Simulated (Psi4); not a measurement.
# NH (imidogen): UPBE0/aug-cc-pVTZ

What is the vertical ionisation energy of NH (imidogen) at UPBE0/aug-cc-pVTZ? 

Program for the calculation: Psi4 1.11.

## Step 1: The system as given

NH has 2 atoms, charge 0, and is taken as a triplet. SMILES: `[NH]`. Geometry: the measured bond length.

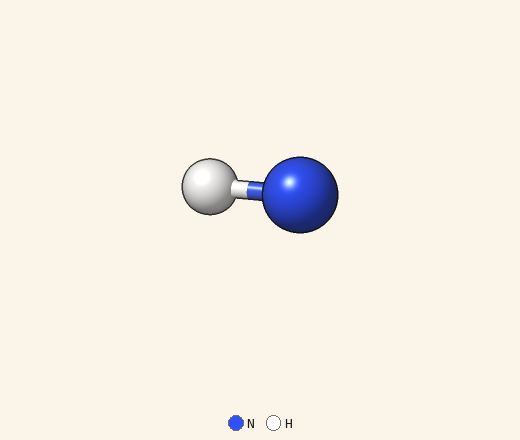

The structure, seen from a chosen angle (nitrogen blue, hydrogen white).

## Step 2: A single-point energy at UPBE0/aug-cc-pVTZ

hn.json

```json
{
 "schema_name": "qcschema_input",
 "schema_version": 1,
 "molecule": {
  "schema_name": "qcschema_molecule",
  "schema_version": 2,
  "symbols": ["N", "H"],
  "geometry": [0.0, 0.0, 0.0, 0.0, 0.0, 1.95815311],
  "molecular_charge": 0,
  "molecular_multiplicity": 3,
  "fix_symmetry": "c1"
 },
 "driver": "energy",
 "model": {
  "method": "pbe0",
  "basis": "aug-cc-pVTZ"
 },
 "keywords": {
  "reference": "uks",
  "puream": true,
  "e_convergence": 1e-09,
  "d_convergence": 1e-08,
  "scf_type": "pk",
  "dft_radial_points": 99,
  "dft_spherical_points": 590,
  "maxiter": 100
 }
}
```

On the command line:

```console
psi4 --qcschema hn.json -n 1 --memory 1600MB
```

stdout, shortened:

```text
[...]
  Running in c1 symmetry.
[...]
  Nuclear repulsion =    3.574797069877748
[...]
  Multiplicity = 3
[...]
  Nalpha       = 5
  Nbeta        = 3
[...]
    Number of basis functions: 69
[...]
   @UKS iter   1:   -55.14784280878251   -5.22932e-01   3.80507e-03 ADIIS/DIIS
[...]
   @UKS iter   9:   -55.17932387363350   -2.93738e-11   4.16285e-09 DIIS
[...]
   @S^2 Observed:                2.006419158E+00
[...]
    Orbital Energies [Eh]
    ---------------------
    Alpha Occupied:
       1A    -14.466032     2A     -0.875580     3A     -0.421449
       4A     -0.359066     5A     -0.359066
    Alpha Virtual:
       6A     -0.005360     7A      0.080399     8A      0.080399
       9A      0.081869    10A      0.102652    11A      0.163108
      12A      0.198339    13A      0.198339    14A      0.325630
      15A      0.346251    16A      0.346251    17A      0.404791
      18A      0.453942    19A      0.453942    20A      0.607366
      21A      0.607366    22A      0.626112    23A      0.653754
      24A      0.794684    25A      0.794684    26A      0.818442
[...]
  @UKS Final Energy:   -55.17932387363350
   => Energetics <=
    Nuclear Repulsion Energy =              3.5747970698777483
    One-Electron Energy =                 -81.6279764629865667
    Two-Electron Energy =                  28.2612343047450700
    DFT Exchange-Correlation Energy =      -5.3873787852697479
    Empirical Dispersion Energy =           0.0000000000000000
    VV10 Nonlocal Energy =                  0.0000000000000000
    Total Energy =                        -55.1793238736334928
[...]
 Multipole Moments:
 ------------------------------------------------------------------------------------
     Multipole            Electronic (a.u.)      Nuclear  (a.u.)        Total (a.u.)
 ------------------------------------------------------------------------------------
 L = 1.  Multiply by 2.5417464519 to convert [e a0] to [Debye]
 Dipole X            :         -0.0000000            0.0000000           -0.0000000
 Dipole Y            :         -0.0000000            0.0000000           -0.0000000
 Dipole Z            :         -0.3030028            0.9063969            0.6033942
 Magnitude           :                                                    0.6033942
[...]
```

The result, in JSON:

```text
{
 "driver": "energy",
 "model": {
  "method": "pbe0",
  "basis": "aug-cc-pVTZ"
 },
 "success": true,
 "return_result": -55.1793238736335,
 "properties": {
  "calcinfo_nbasis": 69,
  "calcinfo_nmo": 69,
  "calcinfo_nalpha": 5,
  "calcinfo_nbeta": 3,
  "calcinfo_natom": 2,
  "nuclear_repulsion_energy": 3.5747970698777483,
  "return_energy": -55.1793238736335,
  "scf_one_electron_energy": -81.62797646298657,
  "scf_two_electron_energy": 28.26123430474507,
  "scf_xc_energy": -5.387378785269748,
  "scf_dipole_moment": [-5.752290569086514e-16, -6.738068445469161e-16, 0.6033941708975297],
  "scf_total_energy": -55.1793238736335,
  "scf_iterations": 9
 }
}
```

Wall time 3.9 s (1 thread of Intel Xeon 6975P-C (Granite Rapids), shared host); peak memory 0.5 GiB.

## Step 3: The doublet cation at the same level

job.dat

```
memory 1600 MB

molecule system {
  1 2
  N      0.000000     0.000000     0.000000
  H      0.000000     0.000000     1.036210
  symmetry c1
}

set {
  basis aug-cc-pVTZ
  reference uks
  puream true
  e_convergence 1e-09
  d_convergence 1e-08
  scf_type pk
  dft_radial_points 99
  dft_spherical_points 590
  maxiter 100
}

E, wfn = energy('pbe0', return_wfn=True)
oeprop(wfn, 'MAYER_INDICES', 'WIBERG_LOWDIN_INDICES', 'DIPOLE', title='PBE0')
print_variables()
```

On the command line:

```console
psi4 -n 1 job.dat job.out
```

job.out, shortened:

```text
[...]
  Running in c1 symmetry.
[...]
  Nuclear repulsion =    3.574797072687969
[...]
  Multiplicity = 2
[...]
  Nalpha       = 4
  Nbeta        = 3
[...]
    Number of basis functions: 69
[...]
   @UKS iter   1:   -54.65560444894860   -3.06934e-02   2.49972e-03 ADIIS/DIIS
[...]
   @UKS iter   9:   -54.67396582152497   -1.52767e-12   1.05872e-09 DIIS
[...]
   @S^2 Observed:                7.527496065E-01
[...]
    Orbital Energies [Eh]
    ---------------------
    Alpha Occupied:
       1A    -15.037391     2A     -1.327761     3A     -0.870294
       4A     -0.829758
    Alpha Virtual:
       5A     -0.650709     6A     -0.249587     7A     -0.132105
       8A     -0.122497     9A     -0.115500    10A     -0.088487
      11A     -0.041530    12A     -0.023456    13A     -0.022702
      14A      0.068128    15A      0.071111    16A      0.100094
      17A      0.163546    18A      0.194725    19A      0.197828
      20A      0.302717    21A      0.315056    22A      0.338234
      23A      0.366905    24A      0.515191    25A      0.516078
[...]
  @UKS Final Energy:   -54.67396582152497
   => Energetics <=
    Nuclear Repulsion Energy =              3.5747970726879688
    One-Electron Energy =                 -77.6712023905045612
    Two-Electron Energy =                  24.5121134478603651
    DFT Exchange-Correlation Energy =      -5.0896739515687468
    Empirical Dispersion Energy =           0.0000000000000000
    VV10 Nonlocal Energy =                  0.0000000000000000
    Total Energy =                        -54.6739658215249733
[...]
 Multipole Moments:
 ------------------------------------------------------------------------------------
     Multipole            Electronic (a.u.)      Nuclear  (a.u.)        Total (a.u.)
 ------------------------------------------------------------------------------------
 L = 1.  Multiply by 2.5417464519 to convert [e a0] to [Debye]
 Dipole X            :         -0.0000000            0.0000000           -0.0000000
 Dipole Y            :          0.0000000            0.0000000            0.0000000
 Dipole Z            :         -0.1314427            0.9063969            0.7749542
 Magnitude           :                                                    0.7749542
[...]
```

It took 3.9 s on 1 thread of Intel Xeon 6975P-C (Granite Rapids), shared host; peak memory 0.5 GiB.

## Step 4: Results

Level: UPBE0/aug-cc-pVTZ.

| quantity | value |
| --- | --- |
| triplet NH: total energy | -55.17932 Eh |
| triplet NH: dipole moment | 1.53 D |
| triplet NH: HOMO energy (highest over α and β) | -9.77 eV |
| triplet NH: LUMO energy (lowest over α and β) | -2.59 eV |
| triplet NH: ⟨S²⟩ | 2.006 |
| doublet cation: total energy | -54.67397 Eh |
| doublet cation: HOMO energy (highest over α and β) | -22.58 eV |
| doublet cation: LUMO energy (lowest over α and β) | -17.71 eV |
| doublet cation: ⟨S²⟩ | 0.753 |
| vertical ionisation energy (to the doublet cation) | 13.751 eV |

What this shows: The vertical ionisation energy comes to 13.75 eV (317 kcal/mol).
